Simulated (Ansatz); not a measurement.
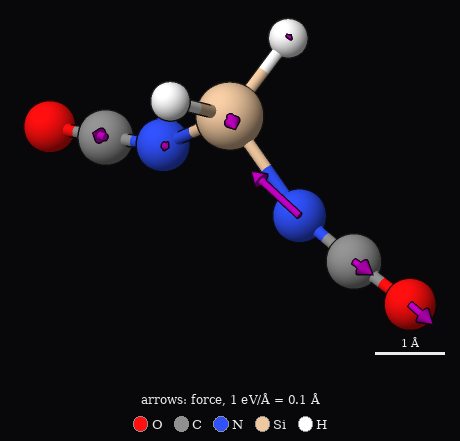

Starting geometry of C2H2N2O2Si (coarse preliminary run) with the computed forces as purple arrows. A ball-and-stick model, seen from a free direction.

The start comes from a force field.

Computed with RKS PBE-D4/def2-SVP (Ansatz).

The input:
```yaml
crystal:
  periodic: [false, false, false]
  atoms:
    - {symbol: O, position_ang: [-2.972800, -1.333700, -1.821300]}
    - {symbol: C, position_ang: [-2.077900, -0.915700, -1.249900]}
    - {symbol: N, position_ang: [-1.164700, -0.546800, -0.678700]}
    - {symbol: Si, position_ang: [0.312700, -0.559800, 0.365200]}
    - {symbol: N, position_ang: [0.912100, 1.002100, 0.328100]}
    - {symbol: C, position_ang: [1.620300, 1.921100, 0.577900]}
    - {symbol: O, position_ang: [2.367500, 2.803300, 0.824200]}
    - {symbol: H, position_ang: [1.269400, -1.522500, -0.149200]}
    - {symbol: H, position_ang: [-0.178200, -0.894400, 1.786600]}
basis:
  gaussian: {orbitals: def2-SVP}
hamiltonian: {xc: pbe, dispersion: d4}
relax: {f_tol: 0.03, max_steps: 200}
```

Command:
```bash
ansatz run in.yaml --threads 4 --pin off --events-out ev --progress --plain --max-ram 10444MiB
```

Question: What follows when this structure is relaxed?

Answer: It isn't relaxed: the largest force vector, on N3, is 10.64 eV/Å. The final displacements have little in common with the starting forces (cosine between the two patterns −0.01). The largest moves after the best rigid fit, 0.66 Å, are those of O1 and O7. By element the largest moves are O 0.66 Å, N 0.32 Å, H 0.27 Å, Si 0.25 Å, C 0.20 Å. Some distances before and after: N3–Si4 1.809 → 1.722 Å, C2–N3 1.139 → 1.210 Å, Si4–N5 1.673 → 1.722 Å, Si4–H8 1.451 → 1.496 Å. Among the angles between lasting bonds that change: Si4–N5–C6 158.7° → 176.4°, C2–N3–Si4 160.4° → 176.5°, N3–Si4–N5 105.8° → 109.6°. Over 12 accepted moves (13 points after the start) the energy falls by 63.9 kJ/mol. The largest force component goes from 8.6 to 0.018 eV/Å. The line search rejected the trial step at point 5 of the run. The forces were under the threshold at step 4, but the run went on from there. Cost: 25 s on 4 threads of Arm Neoverse N1 (shared host).
